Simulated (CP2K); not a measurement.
**BSnSiNH7F (SMILES N[SiH]([SnH3])BF) at GFN1-xTB**

What is the vertical singlet–triplet gap of BSnSiNH7F at GFN1-xTB? 

Program for the calculation: CP2K 2026.2.

2 further runs of the same task are left out: 1 that didn't finish, 1 set aside as unsound or not needed.

### Step 1. Starting point

The species is BSnSiNH7F (12 atoms), meant as a singlet with charge 0. SMILES: `N[SiH]([SnH3])BF`. The shape comes from a force field and isn't a relaxed structure. This is one conformer, not always the lowest.

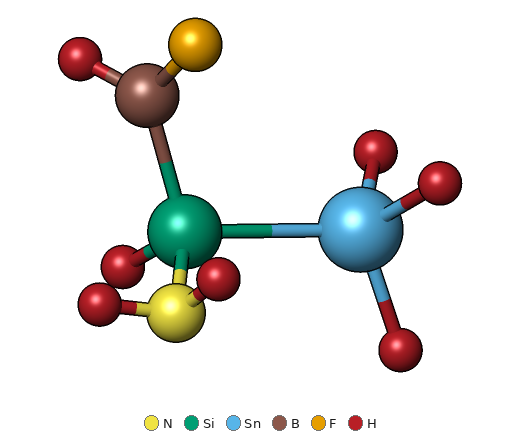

Viewed from a chosen angle; nitrogen yellow, silicon teal, tin blue, boron brown, fluorine amber, hydrogen red.

### Step 2. Energy and forces at GFN1-xTB

Input file molecule.inp:

```
&GLOBAL
  PROJECT_NAME molecule
  RUN_TYPE ENERGY_FORCE
  PRINT_LEVEL MEDIUM
&END

&FORCE_EVAL
  METHOD QS
  &DFT
    CHARGE 0
    MULTIPLICITY 1
    &QS
      METHOD XTB
      EPS_DEFAULT 1.0E-10
      &XTB
        GFN_TYPE 1
        CHECK_ATOMIC_CHARGES F
      &END
    &END
    &POISSON
      PERIODIC NONE
      POISSON_SOLVER ANALYTIC
    &END
    &SCF
      SCF_GUESS ATOMIC
      EPS_SCF 1.0E-07
      MAX_SCF 50
      &OT ON
        MINIMIZER DIIS
        PRECONDITIONER FULL_ALL
      &END
      &OUTER_SCF
        EPS_SCF 1.0E-07
        MAX_SCF 5
      &END
    &END
    &PRINT
      &MOMENTS
        PERIODIC F
        REFERENCE COM
        MAX_MOMENT 1
      &END
      &MO_CUBES
        NLUMO 5
        NHOMO -1
        WRITE_CUBE F
      &END
      &HIRSHFELD OFF
      &END
    &END
  &END
  ! atoms, cell and kinds
  &SUBSYS
    ! vacuum box
    &CELL
      ABC [angstrom] 15.6 14.8 14.7
      PERIODIC NONE
    &END
    &COORD
      N     -1.710100    -0.997000     0.083700
      Si    -0.231400    -0.343000    -0.624500
      Sn     1.577400    -0.570800     1.060200
      B     -0.348700     1.541700    -1.102200
      F     -0.747000     2.495300    -0.098800
      H     -2.505500    -0.762300    -0.638600
      H     -1.951500    -0.348700     0.901300
      H      0.149700    -1.100900    -1.831100
      H      1.202700     0.377300     2.539400
      H      3.109600     0.028400     0.416400
      H      1.781900    -2.258300     1.528900
      H     -0.250100     1.883100    -2.200800
    &END
    &TOPOLOGY
      &CENTER_COORDINATES
      &END
    &END
  &END
  &PRINT
    &FORCES ON
    &END
  &END
&END
```

On the command line:

```
$ OMP_NUM_THREADS=1 cp2k.psmp -i molecule.inp -o molecule.out
```

Output:

```text
CP2K| version string:                                       CP2K version 2026.2
[...]
 GLOBAL| Method name                                                        CP2K
[...]
 GLOBAL| Run type                                                   ENERGY_FORCE
[...]
                             - Atoms:                                         12
[...]
                             - Spherical basis functions:                     44
[...]
 Number of electrons:                                                         30
[...]
     1 OT DIIS     0.15E+00    0.0     0.07092390       -17.7684520687 -1.78E+01
[...]
    16 OT DIIS     0.15E+00    0.0     0.00000005       -17.8797623544 -5.54E-13
  *** SCF run converged in    16 steps ***
[...]
 TB_DIPOLE| Moment [Debye]         -1.38649626      -0.72428040      -1.55219808
 TB_DIPOLE| Derivative [a.u.]       0.00000000       0.00000000       0.00000000
[...]
 ENERGY| Total FORCE_EVAL ( QS ) energy [hartree]            -17.879762354379675
 FORCES| Atomic forces [hartree/bohr]
 FORCES|   Atom     x               y               z               |f|
 FORCES|      1 -3.11587218E-02  5.09513923E-02 -1.85456515E-02   6.25368013E-02
 FORCES|      2 -4.33714557E-03 -1.71282153E-02 -1.12037137E-03   1.77042882E-02
 FORCES|      3  1.49013540E-02 -1.11993522E-03  1.99095975E-02   2.48937076E-02
 FORCES|      4 -1.86790646E-02  1.72158652E-02  3.87265000E-02   4.63145255E-02
 FORCES|      5  1.32805551E-02 -2.46895448E-02 -3.60603180E-02   4.56759598E-02
 FORCES|      6  2.73262700E-02 -1.78046701E-02  3.28971708E-02   4.63244553E-02
 FORCES|      7  3.67406526E-03 -2.75694020E-02 -1.96715201E-02   3.40666903E-02
 FORCES|      8 -6.09033891E-03  8.77308249E-04  4.55151554E-03   7.65363910E-03
 FORCES|      9  9.41185361E-03 -1.36049345E-02 -1.65856385E-02   2.34256406E-02
 FORCES|     10 -1.25805964E-02 -7.58692697E-03  1.17776401E-02   1.88293832E-02
 FORCES|     11  3.35016229E-03  1.68965635E-02 -5.86434191E-05   1.72255880E-02
 FORCES|     12  9.01606902E-04  2.35624997E-02 -1.58202809E-02   2.83951682E-02
 FORCES| Sum     6.94973593E-17 -2.49800181E-16  3.85108612E-16
[...]
```

Wall time 0.74 s (1 thread of Arm Neoverse N1, shared host); peak memory 0.15 GiB.

### Step 3. The triplet, same level

Input file job.inp:

```
&global
   project_name job
   run_type ENERGY_FORCE
   print_level MEDIUM
&end
&force_eval
   method Quickstep
   &dft
      charge 0
      multiplicity 3
      spin_polarized T
      ! Quickstep
      &qs
         method XTB
         eps_default 1.0E-10
         &xtb
            gfn_type 1
            check_atomic_charges F
         &end
      &end
      ! no periodic images
      &poisson
         periodic NONE
         poisson_solver ANALYTIC
      &end
      ! SCF settings
      &scf
         scf_guess ATOMIC
         eps_scf 1.0E-07
         max_scf 150
         &diagonalization
            algorithm STANDARD
         &end
         &mixing
            method BROYDEN_MIXING
            alpha 0.4
            nbuffer 8
         &end
      &end
      ! extra output
      &print
         &moments
            periodic F
            reference COM
            max_moment 1
         &end
         &mo ON
            energies T
            occupation_numbers T
            ndigits 6
            &each
               qs_scf 0
            &end
            add_last NUMERIC
         &end
         &hirshfeld OFF
         &end
      &end
   &end
   ! atoms, cell and kinds
   &subsys
      &cell
         abc [angstrom] 15.6 14.8 14.7
         periodic NONE
      &end
      &coord
         N     -1.710100    -0.997000     0.083700
         Si    -0.231400    -0.343000    -0.624500
         Sn     1.577400    -0.570800     1.060200
         B     -0.348700     1.541700    -1.102200
         F     -0.747000     2.495300    -0.098800
         H     -2.505500    -0.762300    -0.638600
         H     -1.951500    -0.348700     0.901300
         H      0.149700    -1.100900    -1.831100
         H      1.202700     0.377300     2.539400
         H      3.109600     0.028400     0.416400
         H      1.781900    -2.258300     1.528900
         H     -0.250100     1.883100    -2.200800
      &end
      &topology
         &center_coordinates
         &end
      &end
   &end
   ! extra output
   &print
      &forces ON
      &end
   &end
&end
```

On the command line:

```
$ OMP_NUM_THREADS=1 cp2k.psmp job.inp > job.out
```

Output:

```text
CP2K| version string:                                       CP2K version 2026.2
[...]
 GLOBAL| Method name                                                        CP2K
[...]
 GLOBAL| Run type                                                   ENERGY_FORCE
[...]
                             - Atoms:                                         12
[...]
                             - Spherical basis functions:                     44
[...]
 Number of electrons:                                                         16
[...]
     1 NoMix/Diag. 0.40E+00    0.0     0.51765143       -17.6955610066 -1.77E+01
[...]
    65 Broy./Diag. 0.40E+00    0.0     0.00000003       -17.7870581951 -3.70E-08
  *** SCF run converged in    65 steps ***
[...]
 TB_DIPOLE| Moment [Debye]         -0.34852674      -1.63469099      -0.93633306
 TB_DIPOLE| Derivative [a.u.]       0.00000000       0.00000000       0.00000000
[...]
 ENERGY| Total FORCE_EVAL ( QS ) energy [hartree]            -17.787058194836611
 FORCES| Atomic forces [hartree/bohr]
 FORCES|   Atom     x               y               z               |f|
 FORCES|      1 -3.37021796E-02  4.58044837E-02 -9.93450146E-03   5.77285194E-02
 FORCES|      2 -1.21898046E-02  5.98310985E-03 -2.53082841E-02   2.87210407E-02
 FORCES|      3  1.68656758E-02  2.25052097E-03  2.53768468E-02   3.05532358E-02
 FORCES|      4 -5.31502685E-03  5.13087080E-03  3.22863422E-02   3.31207373E-02
 FORCES|      5  6.93134266E-03 -1.57618426E-02 -1.89622833E-02   2.56134219E-02
 FORCES|      6  2.80159286E-02 -1.82764980E-02  3.25426040E-02   4.66684445E-02
 FORCES|      7  3.60782060E-03 -2.76980864E-02 -2.02923922E-02   3.45250857E-02
 FORCES|      8 -4.17299396E-03  1.32739792E-03  5.40128980E-03   6.95340171E-03
 FORCES|      9  8.30389559E-03 -1.18671024E-02 -1.67046815E-02   2.21094818E-02
 FORCES|     10 -1.34711444E-02 -7.02701285E-03  9.60690534E-03   1.79761863E-02
 FORCES|     11  3.21568543E-03  1.26077087E-02 -4.45679375E-04   1.30189701E-02
 FORCES|     12  1.91080075E-03  7.52645025E-03 -1.35661663E-02   1.56313621E-02
 FORCES| Sum    -1.81929125E-16 -2.72351586E-16  3.69496100E-16
[...]
```

It took 0.75 s on 1 thread of Arm Neoverse N1, shared host; peak memory 0.15 GiB.

### Step 4. Summary of results

At GFN1-xTB:

```
                                          quantity          value
                             singlet: total energy   -17.87976 Eh
singlet: dipole moment (from atomic charges alone)         2.20 D
                              singlet: HOMO energy      -10.89 eV
                        singlet: dispersion energy  -11.55 kJ/mol
                 singlet: largest force on an atom     3.216 eV/Å
                             triplet: total energy   -17.78706 Eh
triplet: dipole moment (from atomic charges alone)         1.92 D
       triplet: HOMO energy (highest over α and β)       -7.92 eV
                        triplet: dispersion energy  -11.55 kJ/mol
                 triplet: largest force on an atom     2.969 eV/Å
  vertical energy of the triplet above the singlet       2.523 eV
```

The method runs without spin polarisation, so open shells lack the exchange term that lowers high spin: such gaps come out too high and can have the wrong sign. The largest force (singlet) is 3.22 eV/Å: the shape isn't a stationary point for this species at this level. At this shape the triplet lies 2.52 eV (243 kJ/mol) above the singlet. The dipole (singlet) comes from point charges on the atoms alone, without atomic dipoles, so it is partial. The dipole (triplet) comes from point charges on the atoms alone, without atomic dipoles, so it is partial.
